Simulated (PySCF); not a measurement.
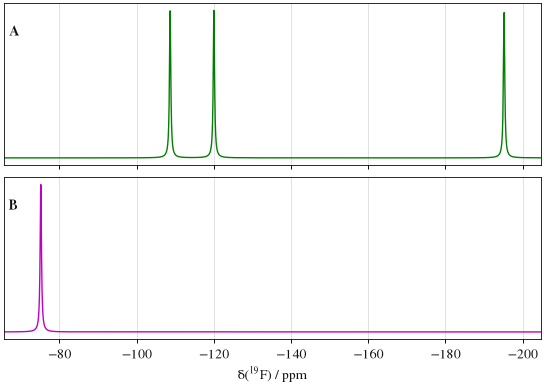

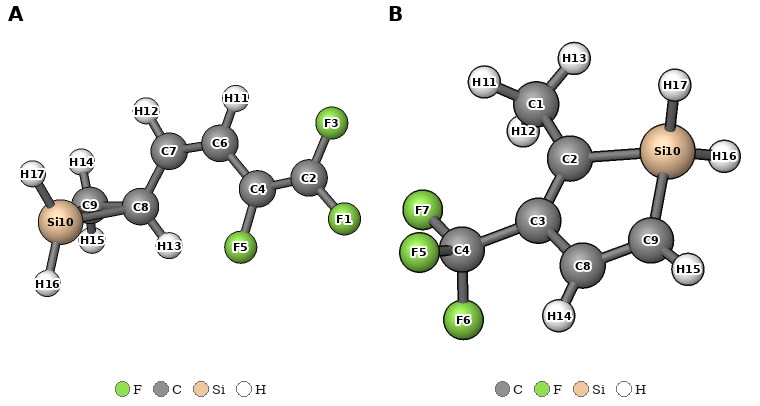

Related molecules: A is C₆H₇F₃Si, SMILES FC(F)=C(F)/C=C\[C@@H]1C[SiH2]1; B is C₆H₇F₃Si, SMILES CC1=C(C(F)(F)F)C=C[SiH2]1. GIAO ¹⁹F shifts against CFCl₃ (¹⁹F: this reference is a hard case for the method, so all values can be off together by tens of ppm, and differences between signals are safer), PBE0/pcSseg-1 with PySCF 2.14.0, at a GFN2-xTB geometry (no frequency check); fully decoupled, line heights follow the number of nuclei within a panel, widths are arbitrary (no quadrupolar broadening); values of one conformer, averaged over methyl-type rotors and exact or near symmetry; other conformers aren't averaged in.

**Assign the ¹⁹F signals of each molecule.**

A: −108.7 (F1); −120.0 (F3); −195.2 (F5)
B: −75.2 (F5, F6, F7)

Caveats, for all or some of the runs: the tight-binding geometry is rougher than a DFT one and adds to the error.
